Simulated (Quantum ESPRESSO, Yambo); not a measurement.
# A GW chain in Yambo: PtS2 (1T monolayer), part 2 of 2

Aim: the G0W0 gap of PtS2 (1T monolayer) on PBE, step by step.

Quantum ESPRESSO 7.5 and Yambo 5.3.0; PBE and many-body steps on it, plane waves. Known limits of the many-body steps: not at the basis limit; no spin polarisation; d states lean on the start; no spin-orbit coupling.

So far. Step 3 (Bands along the symmetry lines): The gap is 1.767 eV, as in the run before at this level. Step 4 (Empty states on the mesh, 6×6×1 mesh, 449 bands): On this mesh the gap is 2.039 eV. The earlier step found 1.767 eV, so this mesh misses an edge.

**5. Conversion and set-up**

This step: Yambo 5.3.0; conversion and set-up on PBE, plane waves, norm-conserving pseudopotentials.

The states are converted to the many-body program's format and the q mesh is built.

Started as:

```
(cd o/x.save; p2y > p2y.log; mv SAVE ../..); yambo > setup.log
```

Log:

```text
 Yambo, version 5.3.0

 [02] CORE Variables Setup
 =========================

  [02.01] Unit cells
  ==================

  Cell kind             :  HCP
  Atoms in the cell     :  Pt  S
  number of Pt atoms    :  1
  number of S  atoms    :  2

  List of atomic masses
  Mass of Pt    :  195.0800
  Mass of S     :  32.06000

  List of atomic coordinates    : [cc]
  Pt1       :   0.00000   0.00000  14.17295  order 1
  S1       : -0.27466E-09   3.8988       16.493      order 2
  S2       :   3.37650   1.94942  11.85264  order 3

  Alat factors          :   6.75299   5.84826  28.34589 [a.u.]
  Direct lattice volume :   1119.47    [a.u.]
  Direct lattice vectors:  A[ 1 ]  A[ 2 ]  A[ 3 ]
   A[ 1 ]:  1.000000 -0.000000  0.000000  [iru]
   6.752994 -0.000000  0.000000  [cc]
   A[ 2 ]: -0.500000  1.000000  0.000000  [iru]
  -3.376497  5.848264  0.000000  [cc]
   A[ 3 ]:  0.000000  0.000000  1.000000  [iru]
    0.00000   0.00000  28.34589  [cc]

  Recip. lattice volume :  0.221578 [a.u.]
  Recip. lattice vectors:  B[ 1 ]  B[ 2 ]  B[ 3 ]
   B[ 1 ]:  1.000000  0.500000  0.000000  [iku]
   0.930430  0.537184 -0.000000  [cc]
   B[ 2 ]:  0.000000  1.000000  0.000000  [iku]
   0.000000  1.074368 -0.000000  [cc]
   B[ 3 ]:  0.000000  0.000000  1.000000  [iku]
  -0.000000 -0.000000  0.221661  [cc]

  [02.02] Symmetries
  ==================

  Inversion symmetry    : yes
  Spatial inversion     : yes
  Inversion index       :   7
  K-space Time-reversal : no
  Magnetic symmetries   : no
  Group table correct   : yes
  Symmetries units      :  [cc]

   [S  1]:   1.0000       0.0000       0.0000      0.77579E-16   1.0000       0.0000       0.0000       0.0000       1.0000
   [S  2]:   1.0000       0.0000       0.0000     -0.32312E-10  -1.0000       0.0000       0.0000       0.0000      -1.0000
   [S  3]: -0.500000  0.866025  0.000000 -0.866025 -0.500000  0.000000  0.000000  0.000000  1.000000
[...]
[S 11]:  0.500000  0.866025  0.000000  0.866025 -0.500000  0.000000  0.000000  0.000000  1.000000
   [S 12]:  0.500000 -0.866025  0.000000 -0.866025 -0.500000  0.000000  0.000000  0.000000  1.000000

  [02.03] Reciprocal space
  ========================

  nG shells         :   4653
  nG charge         :  100255
  nG WFs            :  15311
  nC WFs            :  12619
  G-vecs. in first 80 shells:  [ Number ]
     1    3    5    7    9   15   27   29   41
    53   55   67   79   81   93   95  101  113
   125  137  149  151  163  175  181  193  205
[...]
787   811   823   835   837   849   861   885
  ...
  Shell energy in first 80 shells:  [ mHa ]
[...]
4703.99      4728.93      4765.22      4815.10      4924.34      5194.20      5218.76      5243.71      5269.02
    5281.12      5292.46      5392.24      5415.30      5527.54      5587.26      5612.21      5808.37      5846.16
[...]
K/Q-points units:
  rlu = crystal or reduced units; cc = cartesian coordinates; iku = interal k-units

  K [1]          [rlu]:  0.000000  0.000000  0.000000
         WF components:  12619
  K [2]          [rlu]:  0.000000  0.166667  0.000000
         WF components:  12560
  K [3]          [rlu]:  0.000000  0.333333  0.000000
         WF components:  12540
  K [4]          [rlu]:  0.000000 -0.500000  0.000000
         WF components:  12518
  K [5]          [rlu]:  0.166667  0.166667  0.000000
         WF components:  12521
  K [6]          [rlu]:  0.166667  0.333333  0.000000
         WF components:  12506
  K [7]          [rlu]:  0.333333  0.333333  0.000000
         WF components:  12492

  [02.05] Energies & Occupations
  ==============================

  [X] === General ===
  [X] Electronic Temperature                        :  0.000000  0.000000 [eV K]
  [X] Bosonic    Temperature                        :  0.000000  0.000000 [eV K]
  [X] Finite Temperature mode                       : no
  [X] El. density                                   :  0.18084E+24 [cm-3]
  [X] Fermi Level                                   : -0.891555 [eV]

  [X] === Gaps and Widths ===
  [X] Conduction Band Min                           :  2.039191 [eV]
  [X] Valence Band Max                              :  0.000000 [eV]
  [X] Filled Bands                                  :  15
  [X] Empty Bands                                   :    16   449
  [X] Direct Gap                                    :  2.064824 [eV]
  [X] Direct Gap localized at k                     :  2
  [X] Indirect Gap                                  :  2.039191 [eV]
  [X] Indirect Gap between kpts                     :   5   2
  [X] Last valence band width                       :  1.366428 [eV]
  [X] 1st conduction band width                     :  1.156563 [eV]

  E @ K [1]:  [eV]
  -98.63536 -52.78141 -52.78141 -52.67635 -13.98565 -11.76251  -5.52509  -5.52509
[...]
occ @ K [1]
[...]
E @ K [2]:  [eV]
[...]
occ @ K [2]
[...]
E @ K [3]:  [eV]
[...]
occ @ K [3]
[...]
E @ K [4]:  [eV]
[...]
occ @ K [4]
[...]
E @ K [5]:  [eV]
[...]
occ @ K [5]
[...]
E @ K [6]:  [eV]
[...]
occ @ K [6]
[...]
E @ K [7]:  [eV]
[...]
occ @ K [7]
[...]
0.000000  0.000000  0.000000  0.000000  0.000000  0.000000  0.000000  0.000000
   0.000000  0.000000  0.000000  0.000000  0.000000  0.000000  0.000000  0.000000

 [03] Transferred momenta grid and indexing
 ==========================================

 IBZ Q-points                                      :   7
 BZ  Q-points                                      :   36

 K/Q-points units:
 rlu = crystal or reduced units; cc = cartesian coordinates; iku = interal k-units

 Q [1]          [rlu]:  0.000000  0.000000  0.000000
 Q [2]          [rlu]:  0.14930E-16  0.16667       0.0000
 Q [3]          [rlu]:  0.29860E-16  0.33333       0.0000
 Q [4]          [rlu]: -0.44790E-16 -0.50000       0.0000
 Q [5]          [rlu]:  0.166667  0.166667  0.000000
 Q [6]          [rlu]:  0.166667  0.333333  0.000000
 Q [7]          [rlu]:  0.333333  0.333333  0.000000

  [03.01] X indexes
  =================

   [03.01.01] Sigma indexes
   ========================

 [06] Game Over & Game summary
```

It took 3 s on 1 MPI rank of Arm Neoverse V2, shared host; peak memory 0.25 GiB.

**6. Screening and self-energy, 6×6×1 mesh, 216 bands, screening to 176.9 eV**

Now the one-shot GW correction: screening in the RPA, then the self-energy of the levels asked for.

This step: G0W0 on PBE, plane waves, norm-conserving pseudopotentials.

Input file gw2.in:

```
HF_and_locXC
gw0
dyson
ppa
em1d
rim_cut
rim_w
RandQpts= 3000000
RandGvec= 100 RL
CUTGeo= "slab z"
RandGvecW= 9 RL
EXXRLvcs= 76 Ry
VXCRLvcs= 304 Ry
Chimod= "HARTREE"
% BndsRnXp
 1 | 216 |
%
NGsBlkXp= 13 Ry
% LongDrXp
 1 | 1 | 0 |
%
% GbndRnge
 1 | 216 |
%
DysSolver= "n"
ExtendOut
PPAPntXp= 27.21138 eV
% QPkrange
 5 | 5 | 14 | 17 |
 2 | 2 | 14 | 17 |
 1 | 1 | 14 | 17 |
%
```

Started as:

```
OMP_NUM_THREADS=1 mpirun -n 8 yambo -F gw2.in -J gw2 -C gw2 > gw2.log
```

Log:

```text
 Yambo, version 5.3.0

 [02] CORE Variables Setup
 =========================

  [... cell, symmetries and grids as in the set-up ...]

  [02.05] Energies & Occupations
  ==============================

  [X] === General ===
  [X] Electronic Temperature                        :  0.000000  0.000000 [eV K]
  [X] Bosonic    Temperature                        :  0.000000  0.000000 [eV K]
  [X] Finite Temperature mode                       : no
  [X] El. density                                   :  0.18084E+24 [cm-3]
  [X] Fermi Level                                   : -0.891555 [eV]

  [X] === Gaps and Widths ===
  [X] Conduction Band Min                           :  2.039191 [eV]
  [X] Valence Band Max                              :  0.000000 [eV]
  [X] Filled Bands                                  :  15
  [X] Empty Bands                                   :    16   449
  [X] Direct Gap                                    :  2.064824 [eV]
  [X] Direct Gap localized at k                     :  2
  [X] Indirect Gap                                  :  2.039191 [eV]
  [X] Indirect Gap between kpts                     :   5   2
  [X] Last valence band width                       :  1.366428 [eV]
  [X] 1st conduction band width                     :  1.156563 [eV]

 [03] Transferred momenta grid and indexing
 ==========================================

 IBZ Q-points                                      :   7
 BZ  Q-points                                      :   36

 K/Q-points units:
 rlu = crystal or reduced units; cc = cartesian coordinates; iku = interal k-units

 Q [1]          [rlu]:  0.000000  0.000000  0.000000
 Q [2]          [rlu]:  0.14930E-16  0.16667       0.0000
 Q [3]          [rlu]:  0.29860E-16  0.33333       0.0000
 Q [4]          [rlu]: -0.44790E-16 -0.50000       0.0000
 Q [5]          [rlu]:  0.166667  0.166667  0.000000
 Q [6]          [rlu]:  0.166667  0.333333  0.000000
 Q [7]          [rlu]:  0.333333  0.333333  0.000000

 [04] Coloumb potential Random Integration (RIM)
 ===============================================

 Performing RIM of v_slab

  [04.01] RIM initialization
  ==========================

  * Diagonal components only detected *

  8 x (sBL volume)        :  0.049239 [a.u.]
  sBZ random points       :  3000000
  Points outside the sBZ  :  24000829
  RL volume               :  0.221578 [a.u.]
  Integrated volume       :  0.221570 [a.u.]

  [04.02] RIM integrals
  =====================

  Gamma point sphere radius             :  0.042044 [a.u.]
  Points outside the sphere             :  2398884
  [Int_sBZ(q=0) 1/q^2]*(Vol_sBZ)^(-1/3) =:  7.536468
                                 should be <:  7.795600

  Summary of Coulomb integrals for non-metallic bands |Q|[au] RIM/Bare

  Q [1] 0.100000E-4 0.966759 * Q [2] 0.179061 1.020815
  Q [5] 0.310143 1.030994 * Q [3] 0.358123 1.027338
  Q [6] 0.473752 1.018738 * Q [4] 0.537184 1.015068
  Q [7] 0.620286 1.011578
  Non-periodic chartesian directions : none
  Optical renormalization            :  28.34589 [au]
  Polarizability dimension           : length

 [05] Coloumb potential CutOffslab
 =================================

 Cut directionsZ
 Slab Cutoff:Z
 Symmetry test passed : yes

 [WARNING] [Xp] User bands 1-216 break level degeneracy

 [06] Dipoles
 ============

  [06.01] Setup: observables and procedures
  =========================================

  [WARNING] [x,Vnl] slows the Dipoles computation. To neglect it rename the ns.kb_pp file

 [07] Dynamic Dielectric Matrix (PPA)
 ====================================

 [SLK-Inversion]  Pools        :  2
 [SLK-Inversion]  BLACS grid   :  2  2

 [WR./gw2//ndb.pp]---------------------------------------------------------------
  Brillouin Zone Q/K grids (IBZ/BZ)                :    7   36    7   36
  RL vectors                                       :  15319 [WF]
  Coulomb cutoff potential                         : slab z
  Electronic Temperature                           :  0.000000 [K]
  Bosonic    Temperature                           :  0.000000 [K]
  PPA    diel. fun.  energies                      : Perdew, Burke & Ernzerhof(X)+Perdew, Burke & Ernzerhof(C)
  wavefunctions                                    : Perdew, Burke & Ernzerhof(X)+Perdew, Burke & Ernzerhof(C)
  Global Gauge                                     : length
  X matrix size                                    :   897
  X band range                                     :    1  216
  X e/h energy range                               : -1.000000 -1.000000 [eV]
  X Time ordering                                  : R
  X Hxc Kernel                                     : HARTREE
  X Drude frequency                                :  0.000000  0.000000
  X poles                                          :  100.0000 [o/o]
  RL vectors in the sum                            :  15319
  [r,Vnl] included                                 : yes
  Field direction                                  :  0.707107E-5  0.707107E-5   0.00000
  BZ energy Double Grid                            : no
  BZ energy DbGd points                            : 0
  BZ Q point size factor                           : -1.000000
  X Optical Averaged directions                    : none

 [08] Local Exchange-Correlation + Non-Local Fock
 ================================================

 [VXC] Plane waves :  100255
 [EXS] Plane waves :  12631

 QP @ state[ 1 ] K range:  1  2
 QP @ state[ 1 ] b range:  14  17
 QP @ state[ 2 ] K range:   5   5
 QP @ state[ 2 ] b range:  14  17

 [xc] Functional : Perdew, Burke & Ernzerhof(X)+Perdew, Burke & Ernzerhof(C)
 [xc] LIBXC used to calculate xc functional
  PP Number of Atomic Species                      :  2
  NLCC RL compoments                               :  100255
  PP Number of Atomic Species                      :  2
  NLCC RL compoments                               :  100255

 [xc] E_xc :  -16.11413 [Ha]
      E_xc :  -32.22826 [Ry]

  Local XC kind (lXC) : Perdew, Burke & Ernzerhof(X)+Perdew, Burke & Ernzerhof(C)
  Non-Local XC kind (nlXC) : Hartree-Fock

  Corrections @ K [1] :  [eV]
 <14|nlXC|14> = -15.91240  0.40399E-17 <14|lXC|14> = -13.81681  0.37763E-15
 <15|nlXC|15> = -15.91240  0.10490E-16 <15|lXC|15> = -13.81681  0.37763E-15
 <16|nlXC|16> = -13.04646  0.49981E-17 <16|lXC|16> = -16.89906  0.000000
 <17|nlXC|17> = -13.04647  0.12512E-18 <17|lXC|17> = -16.89906  0.000000

  Corrections @ K [2] :  [eV]
 <14|nlXC|14> = -17.52587  0.92690E-17 <14|lXC|14> = -15.09466  0.47204E-16
 <15|nlXC|15> = -19.68713 -0.53024E-17 <15|lXC|15> = -16.66487 -0.37763E-15
 <16|nlXC|16> = -12.69920 -0.11970E-17 <16|lXC|16> = -16.07134  0.28323E-15
 <17|nlXC|17> = -12.70988  0.23999E-17 <17|lXC|17> = -16.55165  0.18882E-15

  Corrections @ K [5] :  [eV]
 <14|nlXC|14> = -20.78863  0.17516E-17 <14|lXC|14> = -17.35330 -0.23602E-15
 <15|nlXC|15> = -17.62419  0.26776E-17 <15|lXC|15> = -15.01165 -0.47204E-16
 <16|nlXC|16> = -12.08973 -0.68692E-17 <16|lXC|16> = -15.64451  0.000000
 <17|nlXC|17> = -12.79547  0.36624E-18 <17|lXC|17> = -16.45291  0.44254E-17

 [09] Dyson equation: Newton solver
 ==================================

  [09.01] RIM-W interpolation
  ===========================

  [WARNING] RIM-W works only for 2D semiconductors with slab cutoff
  Found compatible q grid: 2D
  q_min[ 1 ]:  0.16667      0.22209E-11   0.0000     [rlu]
   0.166667  0.083333  0.000000 [iku]
  q_min[ 2 ]:  0.62185E-11  0.16667       0.0000     [rlu]
   0.62185E-11  0.16667       0.0000     [iku]
  G-vectors :   9
  G-vectors loaded:   63
  Number of interpolated frequencies:  2

  Evaluating coefficients q = 0
  Evaluating coefficients q = 0

  [09.02] RIM-W integrals
  =======================

  8 x (sBL volume)        :  0.049239 [a.u.]
  sBZ random points       :  3000000
  Points outside the sBZ  :  24000829
  RL volume               :  0.221578 [a.u.]
  Integrated volume       :  0.221570 [a.u.]

  [09.03] RIM integrals
  =====================

  Comparison between head Wc = W - v averages: < Wc > [au] RIM-W/RIM

   < -Wc [Q = 1] > 0.357263E-1 0.440461E-4 * < -Wc [Q = 2] > 0.005443 0.005252
   < -Wc [Q = 3] > 0.975033E-3 0.955019E-3 * < -Wc [Q = 4] > 0.326624E-3 0.323080E-3
   < -Wc [Q = 5] > 0.001429 0.001395 * < -Wc [Q = 6] > 0.460593E-3 0.454849E-3
   < -Wc [Q = 7] > 0.213435E-3 0.211105E-3

  Comparison between head Wc = W - v averages: < Wc > [au] RIM-W/RIM

   < -Wc [G = 1,G`=0] > 0.357263E-1 0.440461E-4 * < -Wc [G = 2,G`=0] >-0.002270 0.000000
   < -Wc [G = 3,G`=0] >-0.002270 0.000000 * < -Wc [G = 4,G`=0] > 0.489974E-4  0.00000
   < -Wc [G = 5,G`=0] > 0.489529E-4  0.00000 * < -Wc [G = 6,G`=0] > 0.117286E-3  0.00000
   < -Wc [G = 7,G`=0] > 0.117327E-3  0.00000 * < -Wc [G = 8,G`=0] >-0.308837E-4  0.00000
   < -Wc [G = 9,G`=0] >-0.308847E-4  0.00000

 [10] G0W0 (W PPA)
 =================

 [  GW  ] Bands range     :    1  216
 [GW/PPA] G damping       :  0.100000 [eV]

 QP @ state[ 1 ] K range:  1  2
 QP @ state[ 1 ] b range:  14  17
 QP @ state[ 2 ] K range:   5   5
 QP @ state[ 2 ] b range:  14  17

  Sc/G bands                                       :    1  216
  Sc/G damping                                     :  0.100000 ev
  Sc bands terminator                              : no
  Sx RL components                                 :  12631

  QP @ state[ 1 ] K range                          :  1  2
  QP @ state[ 1 ] b range                          :  14  17
  QP @ state[ 2 ] K range                          :   5   5
  QP @ state[ 2 ] b range                          :  14  17
  GF energies kind                                 : Perdew, Burke & Ernzerhof(X)+Perdew, Burke & Ernzerhof(C)
  GF WF`s kind                                     : Perdew, Burke & Ernzerhof(X)+Perdew, Burke & Ernzerhof(C)
  Xs energies kind                                 : Perdew, Burke & Ernzerhof(X)+Perdew, Burke & Ernzerhof(C)
  Xs WF`s kind                                     : Perdew, Burke & Ernzerhof(X)+Perdew, Burke & Ernzerhof(C)

 [14] Game Over & Game summary
```

Elapsed: 9.2 min, on 8 MPI ranks; peak memory 6 GiB; 74 min of CPU time.

This step gave:

```yaml
g0w0_gap_on_the_points_computed: 3.273 eV
starting_gap_on_the_mesh: 2.039 eV
k_of_the_valence_top: 0, 0.1667, 0
k_of_the_conduction_bottom: 0, 0.1667, 0
least_direct_g0w0_gap_on_the_computed_points: 3.273 eV
z_at_the_valence_top: 0.7463
z_at_the_conduction_bottom: 0.7529
```

The gap on the mesh goes from 2.04 eV to 3.27 eV, a correction of +1.23 eV. The start differs from the 1.77 eV found before because the two sample other k points.

Limits: finite bands, cutoff and mesh; no spin polarisation; d states lean on the start; no spin-orbit coupling. v1 is the top filled band, c1 the lowest empty one. The levels before and after the correction (eV, zero at the valence-band top of each column):

```tsv
	conduction bottom	valence top
Kohn-Sham	2.04	0.00
G0W0	3.27	0.00
```

```tsv
	level	energy (eV)
Kohn-Sham	(0 0.167 0) v2	-0.225
Kohn-Sham	(0 0.167 0) v1	-0.026
Kohn-Sham	(0 0.167 0) c1	2.039
Kohn-Sham	(0 0.167 0) c2	2.864
G0W0	(0 0.167 0) v2	-0.333
G0W0	(0 0.167 0) v1	0.000
G0W0	(0 0.167 0) c1	3.273
G0W0	(0 0.167 0) c2	4.162
```

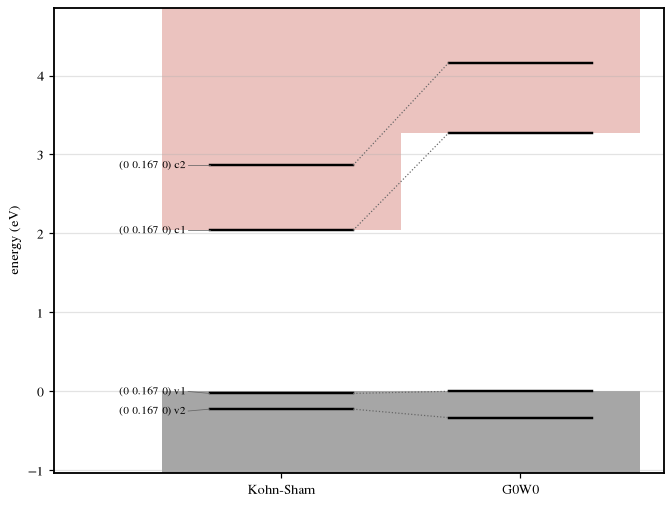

Levels before and after the correction. Shaded: valence and conduction bands.

**7. Where the time went**

Times are wall times on the hardware named with each run, good to a factor of about two.

```tsv
step	time	share	memory (GiB)
ground state	14 s	2 %	0.95
bands along the symmetry lines	6.9 s	1 %	0.8
empty states on the mesh	96 s	14 %	2.5
conversion and set-up	3 s	0 %	0.25
screening and self-energy	9.2 min	82 %	6.0
```

**8. Outcome**

* PBE gap: 1.77 eV, indirect
* G0W0 gap on the mesh: 3.27 eV
* G0W0 gap over the zone (rigid shift): 3.00 eV
* GW settings: 6×6×1 mesh, 216 bands, screening to 176.9 eV, Godby-Needs plasmon pole
* known limits: not at the basis limit; no spin polarisation; d states lean on the start; no spin-orbit coupling

What this shows: G0W0 moves the gap on the mesh from 2.04 eV to 3.27 eV (+1.23 eV), with Z of 0.75 and 0.75 at the edges. The mesh misses the band edges by 0.27 eV in all; a rigid shift gives 3.00 eV for the zone. Only 3 of the mesh's irreducible points were corrected, so a valley elsewhere could overtake. The dearest step here is «screening and self-energy». Bands and cutoff are finite, so the gap is not at the basis limit. The miss can reach some tenths of an eV and take either sign; the mesh is an error of its own. In the G0W0 run levels were corrected at 3 k points alone, so a gap called «on the mesh» is the least over those, and an edge elsewhere would be missed. A denser mesh or path gives a starting gap of 1.77 eV: the GW mesh misses a band edge, so its gaps are not the fundamental one. The runs have no spin polarisation. For a closed low-spin shell that is the natural state; where a d or f shell is open it is a constraint, and the gap is then not the crystal's own. With d states at the gap, one-shot GW leans hard on its start. The many-body steps are scalar-relativistic: spin-orbit coupling is not in them.

[Paths, hosts, dates, memory and timing lines, banners, echoed tables and standing remarks are left out of the program output.]

[Logs are printed without paths, hosts, clocks, repeated set-up lines and the standing remarks that a program may print on its own settings, such as how far it seeks lower states.]

[Runs of the session that timed out or met a known fault of the program may be left out.]

[Hosts, paths, dates, database ids (printed as entryN), source tags and the programs' standing remarks are cut or masked in the printed files.]
